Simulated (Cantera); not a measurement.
Feed: 1 mol Si, 10 mol HCl, held at 0.0548 Torr.

These are equilibrium values from Cantera (NASA tables, ideal gas, pure condensed phases), not measurements of a reactor. Candidate condensed phases: Si; 19 gas species. The tables' values for SiCl₃, SiCl are old estimates; treat these amounts as uncertain. Equilibrium is a limit: real reactors are often held back by kinetics, nucleation or transport.

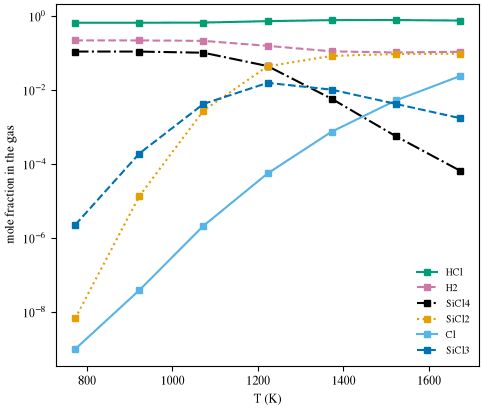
Equilibrium gas composition (values under 1e-9 drawn at 1e-9)

From 773 K to 1673 K nothing is condensed. The main Si-bearing gas is SiCl₄ at 773 K and SiCl₂ at 1673 K.
